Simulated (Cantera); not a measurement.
Feed: 1 mol AlCl3, 1.6 mol N2O, 4.7 mol H2, at 0.100 bar.

Method: chemical equilibrium by Gibbs-energy minimisation in Cantera with the NASA 1993 tables (ideal gas, pure condensed phases). Candidate condensed phases: Al, AlCl3, AlN, Al2O3, H2O, NH4Cl; 45 gas species. The tables' values for AlCl2 are old estimates; treat these amounts as uncertain. Equilibrium is a limit: real reactors are often held back by kinetics, nucleation or transport.

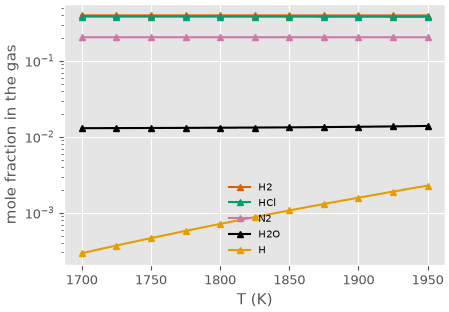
Figure: Equilibrium gas composition (values under 1e-9 drawn at 1e-9)

### Question
Read off the mole fractions at 1800 K.

### Answer
H2 about 0.40, HCl about 0.38, N2 about 0.21, H2O about 0.013, H about 0.00071.
